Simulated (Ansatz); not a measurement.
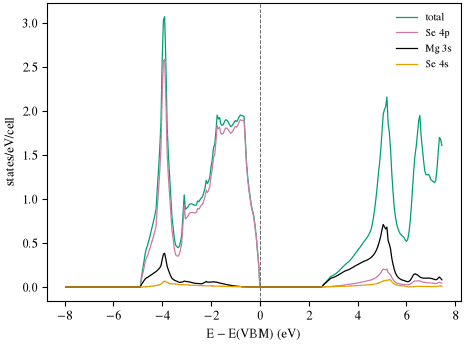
Figure. Total and projected density of states of MgSe (rock salt, space group No. 225), plane-wave PAW r²SCAN (Ansatz code)

**Question.** Which orbitals carry the states next to the gap?

**Answer.** Top 1 eV of the valence band: Se 4p 97 %. Bottom 1 eV of the conduction band: Mg 3s 79 %, Se 4p 7 %, outside the projected shells 10 %. Projections are on Löwdin-orthogonalised atomic valence shells; empty p or d shells of many metals are not among them.

**Question.** Where is the tallest occupied peak in this window, and what makes it?

**Answer.** Near -3.9 eV, about 3.1 states/eV per cell; the largest projected share is Se 4p.

Space group Fm-3m (rock salt). The cell was relaxed with r²SCAN under the symmetry of its start. Scalar-relativistic: spin–orbit coupling is off unless named, which matters more the heavier the elements.

Potentials: the later of the program's two PAW sets.
